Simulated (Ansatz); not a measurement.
Take CdS in the zinc blende structure (space group F-43m, No. 216; a = 5.927 Å) as the base.

It is then changed as follows: the cell is scaled by 0.9750 in all directions; the atoms relax in the strained cell.

The values are results of PBE (Ansatz, a program for electronic structure), no SOC, not measurements.

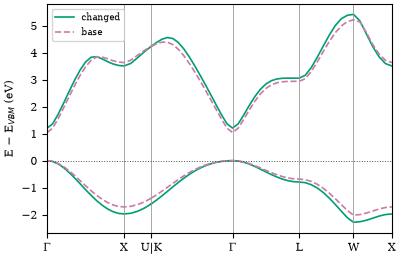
*Highest valence and lowest conduction band along the path, each from its own valence-band maximum*

Read the changed gap and its character from the plot.

About 1.2 eV, direct at Γ.

Stability against distortions was not tested.
